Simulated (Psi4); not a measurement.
# B3LYP/aug-pcseg-0 (sweep point 1) run of C2H2FO− (SMILES C=C([O-])F)

Aim: the vertical ionisation energy of C2H2FO− at B3LYP/aug-pcseg-0 (sweep point 1), from 2 runs. 

Program for the calculation: Psi4 1.11.

## (1) The molecule

C2H2FO− has 6 atoms, charge -1, and is taken as a singlet. SMILES: `C=C([O-])F`. Geometry: relaxed at GFN2-xTB.

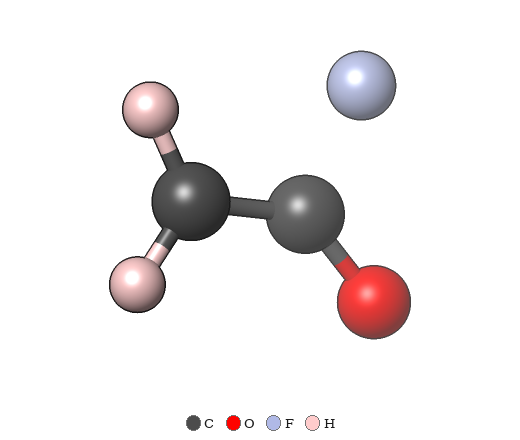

The structure, seen from a chosen angle (carbon dark grey, oxygen red, fluorine light blue, hydrogen pink).

## (2) A single-point energy at B3LYP/aug-pcseg-0 (sweep point 1)

Contents of calc.inp:

```
memory 1600 MB

molecule system {
  -1 1
  C     -0.55293386     1.21660568    -0.31632126
  C      0.44504940    -0.93560340     0.57562947
  O      0.95693841    -1.81725513     2.65022751
  F      1.08203828    -2.68301425    -1.57763786
  H     -0.81250664     1.53424974    -2.30673199
  H     -1.11856669     2.68503626     0.97483412
  units bohr
  symmetry c1
}

set {
  reference rks
  puream true
  scf_type pk
  dft_radial_points 99
  dft_spherical_points 590
}

energy_value, wavefunction = energy('b3lyp/aug-pcseg-0', return_wfn=True)
print_variables()
```

Command:

```console
$ psi4 -n 1 calc.inp calc.out
```

calc.out:

```text
[...]
  Running in c1 symmetry.
[...]
  Nuclear repulsion =  108.874243543390861
[...]
  Multiplicity = 1
[...]
  Nalpha       = 16
  Nbeta        = 16
[...]
    Number of basis functions: 58
[...]
   @RKS iter   1:  -251.44353970440920   -2.30357e-01   1.67242e-02 DIIS/ADIIS
[...]
   @RKS iter  10:  -251.86046879100536   -2.15314e-08   3.78446e-07 DIIS
[...]
    Orbital Energies [Eh]
    ---------------------
    Doubly Occupied:
       1A    -24.473613     2A    -18.923470     3A    -10.103261
       4A     -9.961121     5A     -0.962266     6A     -0.843652
       7A     -0.547648     8A     -0.349892     9A     -0.291040
      10A     -0.257707    11A     -0.241854    12A     -0.206138
      13A     -0.173125    14A     -0.154613    15A     -0.088645
      16A     -0.014106
[...]
  @RKS Final Energy:  -251.86046879100536
   => Energetics <=
    Nuclear Repulsion Energy =            108.8742435433908611
    One-Electron Energy =                -568.4464222178546606
    Two-Electron Energy =                 232.5465525544562411
    DFT Exchange-Correlation Energy =     -24.8348426709978369
    Empirical Dispersion Energy =           0.0000000000000000
    VV10 Nonlocal Energy =                  0.0000000000000000
    Total Energy =                       -251.8604687910053599
[...]
 Multipole Moments:
 ------------------------------------------------------------------------------------
     Multipole            Electronic (a.u.)      Nuclear  (a.u.)        Total (a.u.)
 ------------------------------------------------------------------------------------
 L = 1.  Multiply by 2.5417464519 to convert [e a0] to [Debye]
 Dipole X            :          1.6086812           -1.7606627           -0.1519815
 Dipole Y            :         -3.7299678            4.0160394            0.2860716
 Dipole Z            :         -0.4599568            0.0183335           -0.4416233
 Magnitude           :                                                    0.5476919
[...]
```

Wall time 12 s (1 thread of Intel Xeon Platinum 8488C (Sapphire Rapids), shared host); peak memory 0.74 GiB.

## (3) Doublet neutral C2H2FO

Contents of job.dat:

```
memory 1600 mb

molecule m {
  0 2
  C     -0.55293386     1.21660568    -0.31632126
  C      0.44504940    -0.93560340     0.57562947
  O      0.95693841    -1.81725513     2.65022751
  F      1.08203828    -2.68301425    -1.57763786
  H     -0.81250664     1.53424974    -2.30673199
  H     -1.11856669     2.68503626     0.97483412
  units bohr
  symmetry c1
}

set {
  basis                aug-pcseg-0
  reference            uks
  puream               true
  scf_type             pk
  dft_radial_points    99
  dft_spherical_points 590
  maxiter              150
}

energy('b3lyp')
```

Command:

```console
$ psi4 -i job.dat -o job.out -n 1
```

job.out:

```text
[...]
  Running in c1 symmetry.
[...]
  Nuclear repulsion =  108.874243543390861
[...]
  Multiplicity = 2
[...]
  Nalpha       = 16
  Nbeta        = 15
[...]
    Number of basis functions: 58
[...]
   @UKS iter   1:  -251.56284303070512   -3.49660e-01   1.17204e-02 DIIS/ADIIS
[...]
   @UKS iter  10:  -251.75339554739787   -1.08002e-07   9.06224e-07 DIIS
[...]
   @S^2 Observed:                7.641958013E-01
[...]
    Orbital Energies [Eh]
    ---------------------
    Alpha Occupied:
       1A    -24.708465     2A    -19.225718     3A    -10.379233
       4A    -10.281295     5A     -1.203453     6A     -1.126808
       7A     -0.853592     8A     -0.615206     9A     -0.562328
      10A     -0.530218    11A     -0.511075    12A     -0.473985
      13A     -0.407965    14A     -0.405623    15A     -0.356704
      16A     -0.330086
    Alpha Virtual:
      17A     -0.028295    18A     -0.018262    19A      0.011180
      20A      0.030606    21A      0.050343    22A      0.059099
      23A      0.086556    24A      0.103513    25A      0.105688
[...]
  @UKS Final Energy:  -251.75339554739787
   => Energetics <=
    Nuclear Repulsion Energy =            108.8742435433908611
    One-Electron Energy =                -560.1256155232082392
    Two-Electron Energy =                 224.0848113033307527
    DFT Exchange-Correlation Energy =     -24.5868348709112752
    Empirical Dispersion Energy =           0.0000000000000000
    VV10 Nonlocal Energy =                  0.0000000000000000
    Total Energy =                       -251.7533955473978722
[...]
 Multipole Moments:
 ------------------------------------------------------------------------------------
     Multipole            Electronic (a.u.)      Nuclear  (a.u.)        Total (a.u.)
 ------------------------------------------------------------------------------------
 L = 1.  Multiply by 2.5417464519 to convert [e a0] to [Debye]
 Dipole X            :          1.0711675           -1.7606627           -0.6894952
 Dipole Y            :         -2.4855556            4.0160394            1.5304838
 Dipole Z            :         -0.3182607            0.0183335           -0.2999272
 Magnitude           :                                                    1.7052098
[...]
```

Wall time 18 s (1 thread of Intel Xeon Platinum 8488C (Sapphire Rapids), shared host); peak memory 0.75 GiB.

## (4) Results

At B3LYP/aug-pcseg-0 (sweep point 1):

| quantity | value |
| --- | --- |
| singlet C2H2FO−: total energy | -251.86047 Eh |
| singlet C2H2FO−: HOMO energy | -0.38 eV |
| singlet C2H2FO−: LUMO energy | 3.48 eV |
| singlet C2H2FO−: HOMO–LUMO gap (to an unbound level, set by the basis) | 3.87 eV |
| doublet neutral C2H2FO: total energy | -251.75340 Eh |
| doublet neutral C2H2FO: dipole moment | 4.33 D |
| doublet neutral C2H2FO: HOMO energy (highest over α and β) | -8.98 eV |
| doublet neutral C2H2FO: LUMO energy (lowest over α and β) | -5.49 eV |
| doublet neutral C2H2FO: ⟨S²⟩ | 0.764 |
| vertical detachment energy (to the doublet neutral) | 2.914 eV |

What this shows: The vertical ionisation energy comes to 2.91 eV (281 kJ/mol). The negative HOMO energy of the first species, 0.38 eV, lies 2.53 eV below that difference.
